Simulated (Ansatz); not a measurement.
```sh
ansatz run in.yaml --threads 2 --pin off --events-out ev --progress --plain --max-ram 4352MiB
```

```yaml
crystal:
  periodic: [false, false, false]
  atoms:
    - {symbol: C, position_ang: [-0.649573, 0.289388, -0.634857]}
    - {symbol: Si, position_ang: [0.851319, -0.262513, 0.068045]}
    - {symbol: Na, position_ang: [1.312323, -2.351705, 2.069096]}
    - {symbol: H, position_ang: [1.679170, -3.778953, 3.444918]}
    - {symbol: H, position_ang: [-1.604586, -0.151085, -0.348286]}
    - {symbol: H, position_ang: [-0.743183, 1.079549, -1.379224]}
    - {symbol: H, position_ang: [1.891703, 0.628003, -0.624900]}
basis:
  gaussian: {orbitals: "def2-TZVPPD.json"}
total_charge: -1
hamiltonian: {xc: r2scan, dispersion: d4}
```

What structure does this define?

It has 7 atoms: 1 carbon, 4 hydrogen, 1 sodium and 1 silicon (CH4NaSi(-)). The point group is Cs. All atoms lie on one plane. Coordination: 1 C trigonal planar; 1 Si trigonal planar; 1 Na linear.

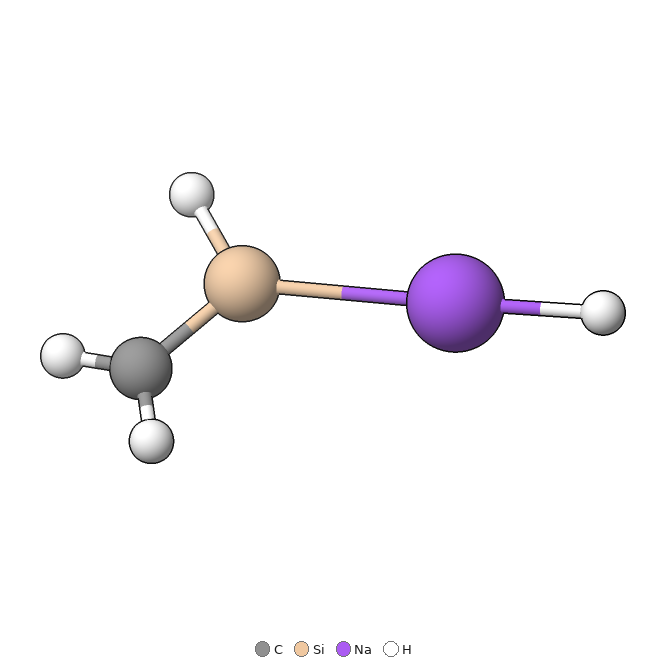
